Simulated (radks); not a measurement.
System: the lithium ion Li²⁺, configuration 1s1. The calculation used the in-house radial solver radks at this level: scalar-relativistic Kohn-Sham, exchange-only r2SCAN, spin-unpolarised, spherical densities, finite nucleus.

```
Z 3
configuration 1s1 2s0 2p0
relativity scalar-relativistic
functional r2scan,
spin unpolarised
nucleus finite rms 2.444 fm
c 137.035999084
```

Wanted: the number of electrons inside radius r (solid) and the radial density 4πr²ρ (dashed).

The count levels off at 1 electrons. Half of them lie within 0.457 bohr, 90 % within 0.918 bohr and 99 % within 1.46 bohr. The radial density has a single maximum, so no shell boundary shows.

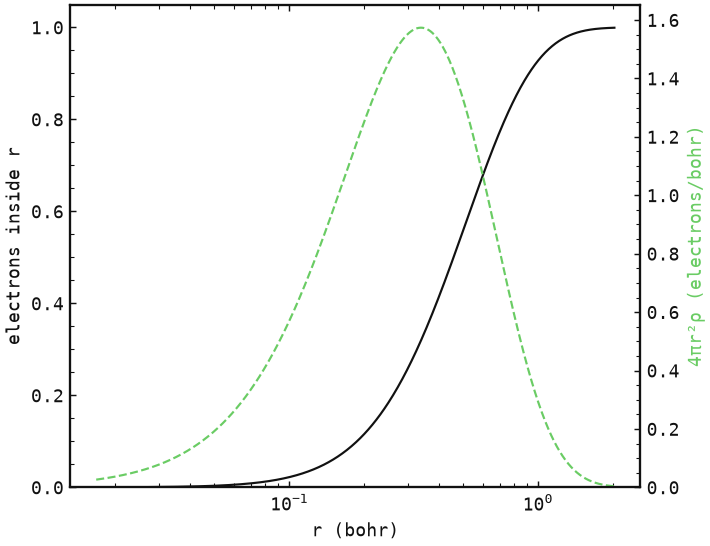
